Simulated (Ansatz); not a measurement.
**C2HF (fluoroacetylene) at CAM-B3LYP/STO-3G**

What is the electronic atomisation energy of C2HF (fluoroacetylene) at CAM-B3LYP/STO-3G? 

The calculation is run with Ansatz 0.2.0.

49 further runs of the same task are left out: 5 that didn't finish, 44 set aside as unsound or not needed.

## Step 1: The molecule

C2HF has 4 atoms, charge 0, and is taken as a singlet. SMILES: `C#CF`. The coordinates come from a PBE0-D4/def2-TZVP relaxation.

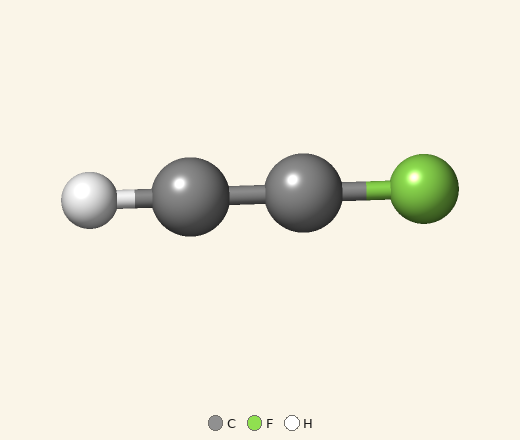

The structure, seen from a chosen angle (carbon grey, fluorine green, hydrogen white).

## Step 2: The energy at CAM-B3LYP/STO-3G

input.yaml reads:

```yaml
crystal:
  periodic: [false, false, false]
  atoms:
    - symbol: C
      position_ang: [-0.361030, 0.453110, -0.290220]
    - symbol: C
      position_ang: [0.303270, -0.380840, 0.243810]
    - symbol: F
      position_ang: [1.010600, -1.269010, 0.812300]
    - symbol: H
      position_ang: [-0.952830, 1.196740, -0.765890]
basis:
  gaussian:
    orbitals: STO-3G
hamiltonian:
  xc: {name: CAM-B3LYP}
accuracy: high
```

Run with:

```sh
$ ansatz run input.yaml --threads 1 --pin off --max-ram 3480MiB --events-out events.jsonl --progress --plain --runs-dir runs
```

What it wrote:

```text
Warning: RAYON_NUM_THREADS=1 ignored (pool sized by the plan → 1); use --threads N
Functional definition: CAM-B3LYP
  name "CAM-B3LYP"
  parameter alpha = 0.19
  parameter beta = 0.46
  parameter omega = 0.33/bohr
  parameter ac = 0.81
  exchange = (1 - alpha - beta)*b88_x + beta*b88_x_sr(omega) + alpha*exact_x + beta*exact_x_lr(omega)
  correlation = (1 - ac)*vwn5_c + ac*lyp_c
270 factors; integrals over basis functions are off by at most 3.6e-8 eV
131 factors; integrals over basis functions are off by at most 7.4e-10 eV
mean field evaluation 1: about -4735.0667 eV, gradient 2.1e1 eV
mean field evaluation 2: about -4733.6333 eV, gradient 3.2e1 eV
mean field evaluation 4: about -4736.2645 eV, gradient 4.4e-1 eV
mean field evaluation 8: about -4736.2028 eV, gradient 3.4e-3 eV
mean field evaluation 16: about -4736.2028 eV, gradient 2.0e-8 eV
mean field -4736.20279692 eV, -174.0522424731 hartree, gradient 2.0e-8 eV, S^2 0.000000; 0 other end points of the search recorded, 0 dependent functions left out
reference -4736.20280704 eV, -174.0522428452 hartree; 11, 11 occupied and 5, 5 virtual orbitals, 270 factors
Total energy: -4736.20280704 eV, -174.0522428452 hartree
```

Wall time 0.95 s (1 thread of Intel Xeon Platinum 8259CL at 2.50GHz (Skylake/Cascade Lake), shared host); peak memory 0.1 GiB.

## Step 3: The C atom, same level

run.yaml reads:

```yaml
crystal:
  periodic: [false, false, false]
  atoms:
    - {symbol: C, position_ang: [0.000000, 0.000000, 0.000000]}
basis:
  gaussian:
    orbitals: STO-3G
magnetization:
  spin_polarized: true
  initial_magnetization: 2
hamiltonian:
  xc: {name: CAM-B3LYP}
accuracy: high
```

Run with:

```sh
$ ansatz run run.yaml --threads 1 --pin off --max-ram 3480MiB --events-out events.jsonl --progress --plain --runs-dir runs
```

What it wrote, cut to the lines that bear on the results:

```text
Warning: RAYON_NUM_THREADS=1 ignored (pool sized by the plan → 1); use --threads N
[... 8 set-up lines as earlier in the session ...]
15 factors; integrals over basis functions are off by at most 9.8e-10 eV
15 factors; integrals over basis functions are off by at most 3.6e-10 eV
mean field evaluation 1: about -1015.7381 eV, gradient 8.4e-13 eV
mean field evaluation 2: about -1015.7382 eV, gradient 4.1e-12 eV
mean field -1015.73822725 eV, -37.3276913595 hartree, gradient 0.0e0 eV, S^2 2.000000; 0 other end points of the search recorded, 0 dependent functions left out
reference -1015.73823360 eV, -37.3276915925 hartree; 4, 2 occupied and 1, 3 virtual orbitals, 15 factors
Total energy: -1015.73823360 eV, -37.3276915925 hartree
```

Run time: 0.36 s. Hardware: 1 thread of Intel Xeon Platinum 8259CL at 2.50GHz (Skylake/Cascade Lake), shared host.

## Step 4: The F atom at the same level

molecule.yaml reads:

```yaml
crystal:
  periodic: [false, false, false]
  atoms:
    - {symbol: F, position_ang: [0.000000, 0.000000, 0.000000]}
basis:
  gaussian:
    orbitals: STO-3G
magnetization:
  spin_polarized: true
  initial_magnetization: 1
hamiltonian:
  xc: {name: CAM-B3LYP}
accuracy: high
```

Run the same way, it converges to -98.23985 Eh (log not shown).

## Step 5: The H atom, same level

input.yaml reads:

```yaml
crystal:
  periodic: [false, false, false]
  atoms:
    - {symbol: H, position_ang: [0.000000, 0.000000, 0.000000]}
basis:
  gaussian:
    orbitals: STO-3G
total_charge: 0
magnetization:
  spin_polarized: true
  initial_magnetization: 1
hamiltonian:
  xc: {name: CAM-B3LYP}
accuracy: high
```

Run the same way, it converges to -0.46260 Eh (log not shown).

## Step 6: Summary of results

Level: CAM-B3LYP/STO-3G.

| quantity | value |
| --- | --- |
| molecule: total energy | -174.05224 Eh |
| C atom: total energy | -37.32769 Eh |
| C atom: ⟨S²⟩ | 2.000 |
| F atom: total energy | -98.23985 Eh |
| F atom: ⟨S²⟩ | 0.750 |
| H atom: total energy | -0.46260 Eh |
| H atom: ⟨S²⟩ | 0.750 |
| electronic atomisation energy | 18.896 eV |

In words: Taking the molecule apart into free atoms costs 18.90 eV (436 kcal/mol), before zero-point energy and without spin-orbit coupling. In a minimal basis such a difference can be off by several eV, whatever the method.
